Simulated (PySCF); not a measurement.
C₄H₇ClFSi (doublet)

Input

```
{"job": {"kind": "epr", "basis": "pcH-1"}, "charge": 0, "multiplicity": 2}
F     -2.501191     2.089781     0.096539
C     -1.952176     0.832444     0.006590
C     -1.696472     0.071089     1.213162
C     -0.537512     0.620569     0.512209
Si     0.591989    -0.486756    -0.532549
C      2.033312    -1.019312     0.605743
Cl     2.946653     0.441746     1.075613
H     -2.268522     0.376945    -0.924286
H     -2.037963     0.204768     2.216444
H     -0.026890     1.460479     0.978368
H      1.132636     0.270019    -1.661749
H     -0.127780    -1.689204    -0.961356
H      2.736547    -1.679145     0.105209
H      1.706691    -1.493894     1.527922
```

Run with:

```sh
OMP_NUM_THREADS=1 python probes_run.py task.json out
```

Geometry: GFN2-xTB.

Computed with PySCF 2.14.0, density-fitted response routines, UKS B3LYP, pcH-1 on C Cl F H Si, non-relativistic, mean-field spin-orbit, GIAO.

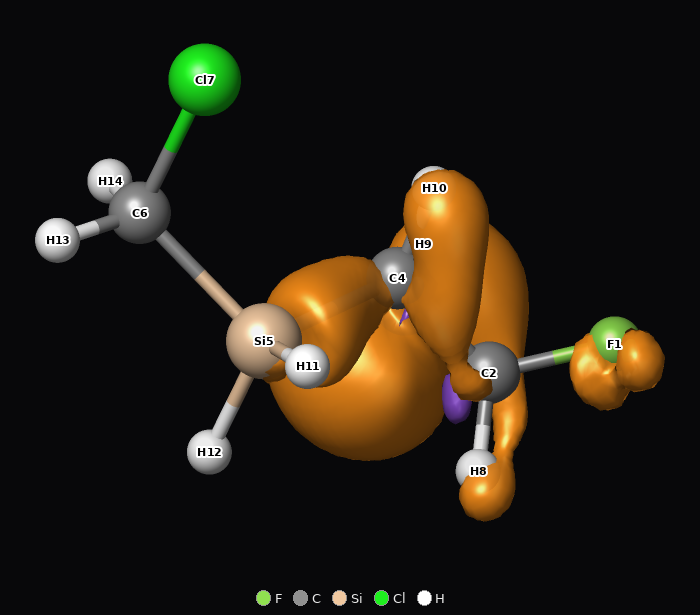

Figure 1. Isosurfaces of the spin density at +0.02 (orange) and −0.02 e/Å³ (purple), seen at a tilt.

Where is the unpaired spin?

Answer. The unpaired spin (1 electron) lies mostly on C3 (about 0.6), C2 (about 0.1) and C4 (about 0.1), in electrons by Hirshfeld's partition.

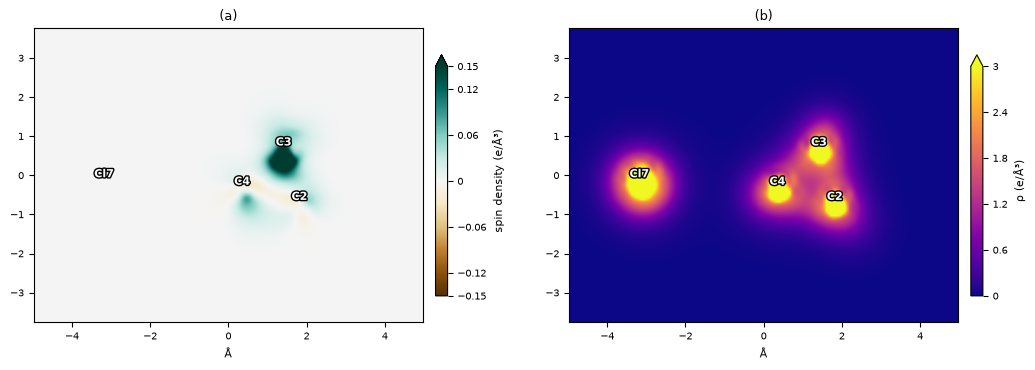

Figure 2. (a) spin density; (b) total electron density on the plane of atoms C2, C4 and C3.

Interpret the plot.

Answer.
- The plane passes through C and Cl nuclei.
- C–C (1.45 Å): the density is about 1.8 e/Å³ at the midpoint.
- C–C (1.52 Å): ρ is about 1.4 e/Å³ halfway.

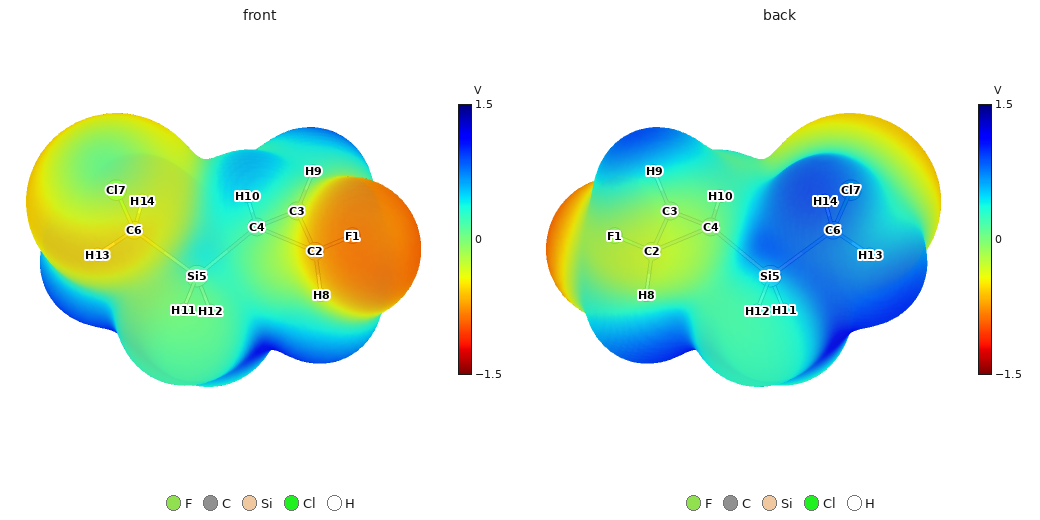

Figure 3. The electrostatic potential painted on the density surface at 0.001 e/bohr³, seen from the front and from behind; the colour scale runs from red (negative) to blue (positive).

Where is the surface potential most negative and most positive?

Answer. The most negative region (about −0.9 V) lies over F1, the most positive (about +1.1 V) over Si5.
